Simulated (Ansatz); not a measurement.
# Run report: GeNH$_{6}$F, geometry relaxation (part 1 of 2)

The run: geometry relaxation of GeNH$_{6}$F. Method and program: RKS B3LYP/def2-SVP (Ansatz 0.2.0).

The input holds or restrains some coordinates. It belongs to a series of runs on one base structure; here: pulled along the bonds that form and break, towards end B. Figures and captions count atoms from 1; the log counts them from 0 in places.

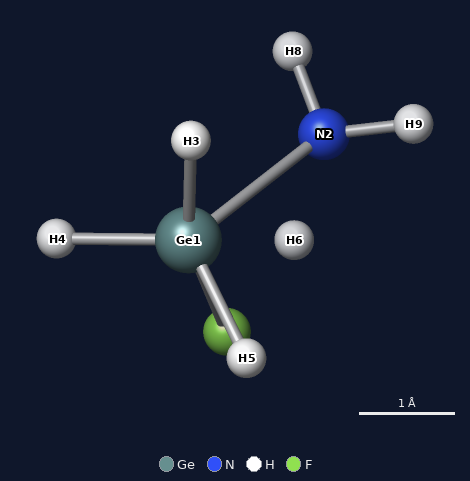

Figure 1. The input geometry (ball-and-stick view, seen at a tilt; atoms are numbered from 1 in the order of the input). Sticks mark near contacts.

Key numbers:

```tsv
quantity	value
outcome	converged under the restraints of the input
total energy	−60814.3629 eV
mean-field energy	−60814.3629 eV
largest force (length of the vector) at the end, held atoms and coordinates included	0.293 eV/Å
hardware	2 threads of Arm Neoverse V2, 24 GiB of memory available, shared host
wall time	28 s (CPU time 53 s)
peak memory	0.19 GiB
```

The input:
```yaml
crystal:
  periodic: [false, false, false]
  atoms:
    - { symbol: Ge, position_ang: [-0.5014, 0.7269, -0.5273] }
    - { symbol: "N", position_ang: [0.4493, -1.1223, 0.2723] }
    - { symbol: H, position_ang: [-1.0847, 0.0356, -1.7795] }
    - { symbol: H, position_ang: [-1.6687, 1.1578, 0.2998] }
    - { symbol: H, position_ang: [0.5162, 1.7045, -1.0177] }
    - { symbol: H, position_ang: [0.7481, -0.1514, 1.142] }
    - { symbol: F, position_ang: [0.5244, 1.0219, 1.2945] }
    - { symbol: H, position_ang: [-0.1776, -1.8459, 0.59] }
    - { symbol: H, position_ang: [1.1943, -1.5271, -0.274] }
basis:
  gaussian: { orbitals: def2-SVP }
hamiltonian:
  xc: b3lyp
relax:
  f_tol: 0.15
  max_steps: 25
  restrain:
    - { distance: [0, 6], at: 1.77, k: 30.0 }
    - { distance: [5, 1], at: 1.02, k: 30.0 }
    - { distance: [0, 1], at: 3.21, k: 30.0 }
    - { distance: [5, 6], at: 2.18, k: 30.0 }
output:
  orbitals: {}
```

Run as:
```bash
ansatz run input.yaml --threads 2 --pin off --max-ram 3072MiB --backend cpu --events-out ev --progress --plain --runs-dir out
```

Output:
```
The last accepted step is kept in [file] (removed where the run ends without a failure and the disk answers)
Engine: ansatz 0.2.0, aarch64-unknown-linux-gnu
Functional definition: B3LYP
  parameter a0 = 0.2
  parameter ax = 0.72
  parameter ac = 0.81
  exchange = (1 - a0 - ax)*slater_x + ax*b88_x + a0*exact_x
  correlation = (1 - ac)*vwn_rpa_c + ac*lyp_c
972 factors; integrals over basis functions are off by at most 3.2e-4 eV
mean field evaluation 1: about -60807.0900 eV, gradient 5.8e1 eV
mean field evaluation 2: about -60796.5239 eV, gradient 8.8e1 eV
mean field evaluation 4: about -60813.0086 eV, gradient 6.6e0 eV
mean field evaluation 8: about -60813.0883 eV, gradient 2.5e-2 eV
mean field -60813.08830371 eV, -2234.8397745695 hartree, gradient 5.4e-5 eV, S^2 0.000000; 0 other end points of the search recorded, 0 dependent functions left out
the calculation of the forces begins
reference -60813.08854339 eV, -2234.8397833776 hartree; 27, 27 occupied and 63, 63 virtual orbitals, 972 factors
relax step   1: F+E_penalty+E_count = -60813.08830371 eV  Δ(F+E_penalty+E_count) = +0.000e0 eV  max|allowed force component| = 2.895e0 eV/Å  E_restraint = 32.01679590 eV  max|allowed force component, restraints' pulls added| = 3.589e1 eV/Å  Δτ_max = 0.0000 Å  (23 SCF iters, accepted)
  distance Ge 0 - F 6 = 2.1115 Å
  distance H 5 - N 1 = 1.3373 Å
  distance Ge 0 - N 1 = 2.2277 Å
  distance H 5 - F 6 = 1.2041 Å
these checks for a lower state are left out or cut short: starts, cluster_reference, orbital_swaps, neighbouring_geometries, increment
972 factors; integrals over basis functions are off by at most 5.3e-4 eV
mean field evaluation 16: about -60812.6623 eV, gradient 1.3e0 eV
mean field -60812.67782712 eV, -2234.8246898330 hartree, gradient 7.6e-6 eV, S^2 0.000000; 0 other end points of the search recorded, 0 dependent functions left out
[... from here on the field's lines of each further geometry are left out, up to the last ...]
relax step   2: F+E_penalty+E_count = -60812.67782712 eV  Δ(F+E_penalty+E_count) = +4.105e-1 eV  max|allowed force component| = 3.700e0 eV/Å  E_restraint = 13.67349806 eV  max|allowed force component, restraints' pulls added| = 2.462e1 eV/Å  Δτ_max = 0.1996 Å  (33 SCF iters, accepted)
relax step   3: F+E_penalty+E_count = -60812.61640199 eV  Δ(F+E_penalty+E_count) = +6.143e-2 eV  max|allowed force component| = 2.298e0 eV/Å  E_restraint = 4.19298854 eV  max|allowed force component, restraints' pulls added| = 9.499e0 eV/Å  Δτ_max = 0.1947 Å  (32 SCF iters, accepted)
relax step   4: F+E_penalty+E_count = -60812.73076253 eV  Δ(F+E_penalty+E_count) = -1.144e-1 eV  max|allowed force component| = 1.648e0 eV/Å  E_restraint = 0.17174692 eV  max|allowed force component, restraints' pulls added| = 3.262e0 eV/Å  Δτ_max = 0.1949 Å  (29 SCF iters, accepted)
relax step   5: F+E_penalty+E_count = -60813.41210656 eV  Δ(F+E_penalty+E_count) = -6.813e-1 eV  max|allowed force component| = 8.985e-1 eV/Å  E_restraint = 0.00456069 eV  max|allowed force component, restraints' pulls added| = 7.595e-1 eV/Å  Δτ_max = 0.1999 Å  (26 SCF iters, accepted)
relax step   6: F+E_penalty+E_count = -60813.84049490 eV  Δ(F+E_penalty+E_count) = -4.284e-1 eV  max|allowed force component| = 7.068e-1 eV/Å  E_restraint = 0.01344910 eV  max|allowed force component, restraints' pulls added| = 5.761e-1 eV/Å  Δτ_max = 0.1959 Å  (27 SCF iters, accepted)
relax step   7: F+E_penalty+E_count = -60814.03377222 eV  Δ(F+E_penalty+E_count) = -1.933e-1 eV  max|allowed force component| = 8.661e-1 eV/Å  E_restraint = 0.01064309 eV  max|allowed force component, restraints' pulls added| = 6.212e-1 eV/Å  Δτ_max = 0.1999 Å  (27 SCF iters, accepted)
relax step   8: F+E_penalty+E_count = -60814.14151137 eV  Δ(F+E_penalty+E_count) = -1.077e-1 eV  max|allowed force component| = 6.441e-1 eV/Å  E_restraint = 0.00904323 eV  max|allowed force component, restraints' pulls added| = 3.157e-1 eV/Å  Δτ_max = 0.1998 Å  (27 SCF iters, accepted)
relax step   9: F+E_penalty+E_count = -60814.17939125 eV  Δ(F+E_penalty+E_count) = -3.788e-2 eV  max|allowed force component| = 5.912e-1 eV/Å  E_restraint = 0.01153767 eV  max|allowed force component, restraints' pulls added| = 1.101e-1 eV/Å  Δτ_max = 0.1999 Å  (26 SCF iters, accepted)
relax step  10: F+E_penalty+E_count = -60814.21094664 eV  Δ(F+E_penalty+E_count) = -3.156e-2 eV  max|allowed force component| = 7.357e-1 eV/Å  E_restraint = 0.02165902 eV  max|allowed force component, restraints' pulls added| = 6.687e-1 eV/Å  Δτ_max = 0.1965 Å  (28 SCF iters, accepted)
relax step  11: F+E_penalty+E_count = -60814.23610045 eV  Δ(F+E_penalty+E_count) = -2.515e-2 eV  max|allowed force component| = 6.988e-1 eV/Å  E_restraint = 0.01288982 eV  max|allowed force component, restraints' pulls added| = 8.917e-1 eV/Å  Δτ_max = 0.1919 Å  (26 SCF iters, accepted)
relax step  12: F+E_penalty+E_count = -60814.31763151 eV  Δ(F+E_penalty+E_count) = -8.153e-2 eV  max|allowed force component| = 3.212e-1 eV/Å  E_restraint = 0.00371133 eV  max|allowed force component, restraints' pulls added| = 2.366e-1 eV/Å  Δτ_max = 0.1996 Å  (27 SCF iters, accepted)
relax step  13: F+E_penalty+E_count = -60814.35158455 eV  Δ(F+E_penalty+E_count) = -3.395e-2 eV  max|allowed force component| = 2.025e-1 eV/Å  E_restraint = 0.00154193 eV  max|allowed force component, restraints' pulls added| = 5.521e-2 eV/Å  Δτ_max = 0.2000 Å  (25 SCF iters, accepted)
relax step  14: F+E_penalty+E_count = -60814.34997805 eV  Δ(F+E_penalty+E_count) = +1.607e-3 eV  max|allowed force component| = 4.988e-1 eV/Å  E_restraint = 0.00413048 eV  max|allowed force component, restraints' pulls added| = 6.995e-1 eV/Å  Δτ_max = 0.1902 Å  (25 SCF iters, rejected (line search))
relax step  15: F+E_penalty+E_count = -60814.35880938 eV  Δ(F+E_penalty+E_count) = -7.225e-3 eV  max|allowed force component| = 2.156e-1 eV/Å  E_restraint = 0.00153787 eV  max|allowed force component, restraints' pulls added| = 1.636e-1 eV/Å  Δτ_max = 0.0927 Å  (27 SCF iters, accepted)
the calculation of the forces begins
reference -60814.36287747 eV, -2234.8866142912 hartree; 27, 27 occupied and 63, 63 virtual orbitals, 972 factors
relax step  16: F+E_penalty+E_count = -60814.36263679 eV  Δ(F+E_penalty+E_count) = -3.827e-3 eV  max|allowed force component| = 2.330e-1 eV/Å  E_restraint = 0.00157038 eV  max|allowed force component, restraints' pulls added| = 8.145e-2 eV/Å  Δτ_max = 0.1000 Å  (27 SCF iters, accepted)
  distance Ge 0 - F 6 = 1.7652 Å
  distance H 5 - N 1 = 1.0191 Å
  distance Ge 0 - N 1 = 3.2189 Å
  distance H 5 - F 6 = 2.1789 Å
972 factors; integrals over basis functions are off by at most 6.6e-4 eV
mean field evaluation 128: about -60814.3482 eV, gradient 1.5e0 eV
```

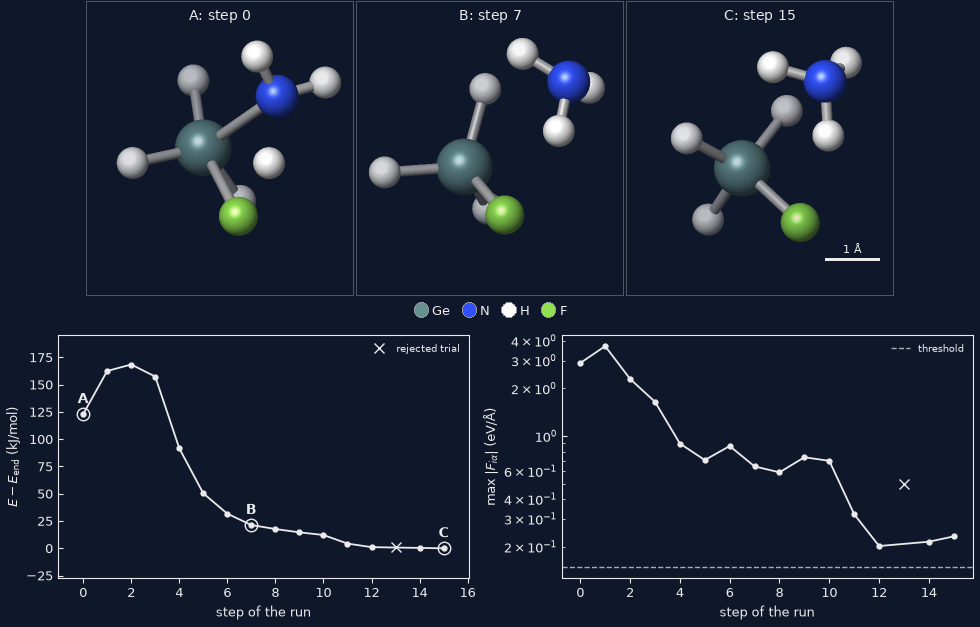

Figure 2. Frames of the restrained relaxation (ball-and-stick view, seen at a tilt) above the curves, on which the letters mark them (the first geometry is step 0 here and step 1 in the log).

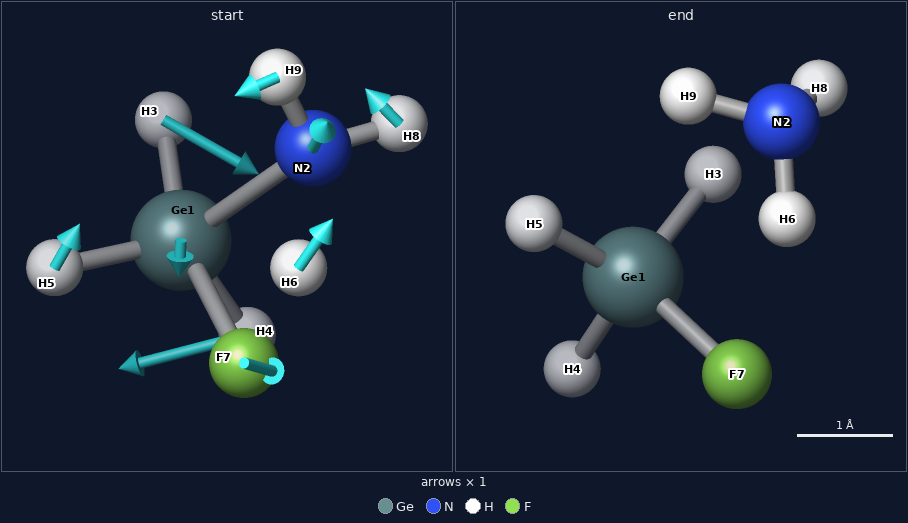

Figure 3. Before (left) and after (right) the restrained relaxation, at one scale (ball-and-stick view, seen at a tilt). The teal arrows give the displacements, at true length. After 15 geometry steps the energy has fallen by 123.0 kJ/mol. The largest force component goes from 2.9 to 0.23 eV/Å. The line search rejected the trial step at point 13 (counted from 0) and went back. The atom that moves furthest after the best rigid fit is H4 (1.44 Å). By element the largest moves are H 1.44 Å, F 0.89 Å, N 0.73 Å, Ge 0.43 Å. Among the contacts that change: Ge1–N2 2.228 → 3.219 Å, Ge1–F7 2.111 → 1.765 Å, N2–H6 1.337 → 1.019 Å, Ge1–H4 1.494 → 1.541 Å. New bonds form: N2–H6 (1.34 → 1.02 Å). Bonds break: Ge1–N2 (2.23 → 3.22 Å). Among the angles that change: H3–Ge1–F7 161.0° → 107.8°, H5–Ge1–F7 82.0° → 107.3°, H4–Ge1–F7 82.0° → 104.2°. (Atoms are counted from 1 in the order of the input.)

```
mean field -60814.36263679 eV, -2234.8866054467 hartree, gradient 8.6e-6 eV, S^2 0.000000; 1 other end points of the search recorded, 0 dependent functions left out
the calculation of the forces begins
reference -60814.36287747 eV, -2234.8866142912 hartree; 27, 27 occupied and 63, 63 virtual orbitals, 972 factors
Total energy: -60814.36287747 eV, -2234.8866142912 hartree
Atom 0 at    -0.761614     1.035904    -0.319338 Å, force    -0.047013     0.157307     0.113885 eV/Å
Atom 1 at     1.099054    -1.497443     0.374603 Å, force     0.233026    -0.156411     0.083591 eV/Å
Atom 2 at    -1.572512    -0.234629    -0.611996 Å, force    -0.034086     0.025225    -0.010224 eV/Å
Atom 3 at    -1.622929     2.308437    -0.435462 Å, force    -0.005340    -0.018218    -0.009259 eV/Å
Atom 4 at     0.522777     1.147508    -1.154139 Å, force    -0.017108     0.026623    -0.026789 eV/Å
Atom 5 at     0.976684    -0.761557     1.068920 Å, force    -0.017698     0.002911    -0.029714 eV/Å
Atom 6 at    -0.280410     0.991020     1.378417 Å, force    -0.029153    -0.008667    -0.133838 eV/Å
Atom 7 at     0.188540    -1.906928     0.185385 Å, force    -0.063690    -0.023207    -0.027646 eV/Å
Atom 8 at     1.450310    -1.082312    -0.486291 Å, force    -0.018938    -0.005563     0.039995 eV/Å
Dipole moment:    -0.283775     0.174967    -0.512141 e Å
```

Trajectory as extended XYZ (Å, eV, eV/Å), 16 frames, from step=1 to step=16:
```
9
Properties=species:S:1:pos:R:3:forces:R:3 step=1 energy=-60813.08830
Ge   -0.5014    0.7269   -0.5273    0.6506  -1.8739   0.3079
N     0.4493   -1.1223    0.2723   -0.2240   2.8951   0.7875
H    -1.0847    0.0356   -1.7795   -0.1379  -0.1771  -0.3049
H    -1.6687    1.1578    0.2998   -0.6777   0.2334   0.3149
H     0.5162    1.7045   -1.0177    0.4571   0.5201  -0.3749
H     0.7481   -0.1514    1.1420   -0.5008  -0.4542  -0.9405
F     0.5244    1.0219    1.2945    0.4904  -0.6225   0.5083
H    -0.1776   -1.8459    0.5900   -0.3705  -0.3453   0.0629
H     1.1943   -1.5271   -0.2740    0.3128  -0.1755  -0.3612
9
Properties=species:S:1:pos:R:3:forces:R:3 step=2 energy=-60812.67783
Ge   -0.5501    0.9034   -0.5339    1.1246  -2.2882   0.9020
N     0.5549   -1.2376    0.3964   -0.3420   3.7001   0.9960
H    -1.0830    0.0431   -1.7737    0.2491   0.0842   0.4469
H    -1.6963    1.1736    0.3152   -1.6099   0.6671   0.5591
H     0.5346    1.7318   -1.0302    0.8796   1.2854  -0.9433
H     0.7680   -0.3319    1.0968   -0.4257  -2.1343  -1.5480
F     0.4445    1.1539    1.2210   -0.1747  -0.6271  -0.5714
H    -0.1874   -1.8810    0.5957   -0.2612  -0.4421   0.3266
H     1.2147   -1.5553   -0.2872    0.5602  -0.2450  -0.1679
9
Properties=species:S:1:pos:R:3:forces:R:3 step=3 energy=-60812.61640
Ge   -0.5762    1.0260   -0.5254    1.0275  -2.2976   0.7113
N     0.6253   -1.3254    0.4753   -0.4620   0.8110  -0.3005
H    -1.0755    0.0472   -1.7595    0.4724   0.3264   0.9191
H    -1.7249    1.1862    0.3243   -2.1106   0.8111   0.5880
H     0.5492    1.7550   -1.0471    1.0449   1.5897  -1.3112
H     0.8064   -0.5219    1.0784    0.0754  -0.1411   0.0110
F     0.3652    1.2830    1.1467   -0.2194  -0.7839  -0.7047
H    -0.1935   -1.8898    0.5998   -0.2171  -0.2358   0.2264
H     1.2240   -1.5605   -0.2925    0.3889  -0.0799  -0.1393
```
